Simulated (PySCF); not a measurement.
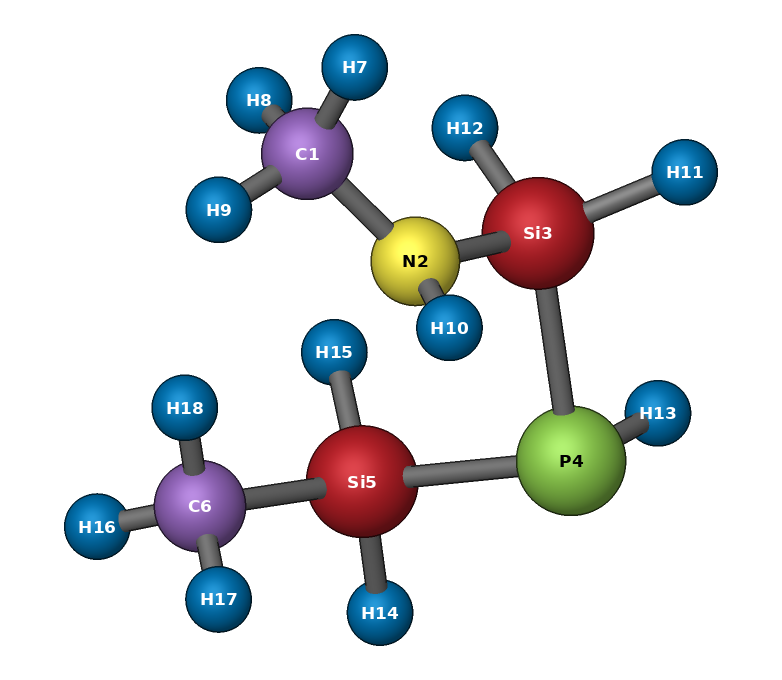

Geometry: an image of a reaction path computed with GFN2-xTB, not a minimum. Method: GIAO PBE0/pcSseg-1 NMR shielding, non-relativistic, gas phase (PySCF 2.14.0). Principal shieldings σ11 ≤ σ22 ≤ σ33, span Ω = σ33 − σ11, skew κ = 3(σiso − σ22)/Ω.

Give the shielding tensors of the P atoms.

| atom | σ11 | σ22 | σ33 | σiso | Ω | κ |
| --- | --- | --- | --- | --- | --- | --- |
| P4 | 557.4 | 611.7 | 745.6 | 638.2 | 188.1 | 0.42 |

Shieldings and span in ppm.
